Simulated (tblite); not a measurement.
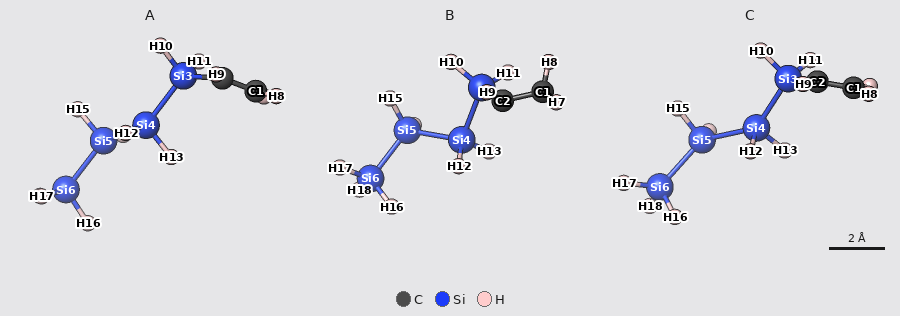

3 geometries from one relaxation of C₂H₁₂Si₄ (charge −1, multiplicity 2), in shuffled order. Style: ball-and-stick. Shown from a free direction.

Method: tblite 0.8.0, GFN2-xTB geometry optimisation, gas phase. 

Order the frames from highest to lowest energy.

B, C, A. They are steps 0, 89, 217, at +55.4 kcal/mol, +1.89 kcal/mol relative to the last. The largest move after the best rigid fit is that of an H atom, 1.93 Å. Largest moves by element: H 1.93 Å, C 1.10 Å, Si 1.07 Å. Some distances before and after: C–C 1.509 → 1.346 Å, Si–Si 2.239 → 2.343 Å, Si–Si 2.261 → 2.341 Å, Si–Si 2.252 → 2.318 Å. Bond angles that change, for instance: Si–Si–Si 109.4° → 138.3°, Si–Si–Si 111.1° → 137.1°, Si–Si–H 105.8° → 131.2°. Groups turn about Si–Si by about 55°, Si–Si by about 55°. After 217 geometry steps the energy has fallen by 55.4 kcal/mol.
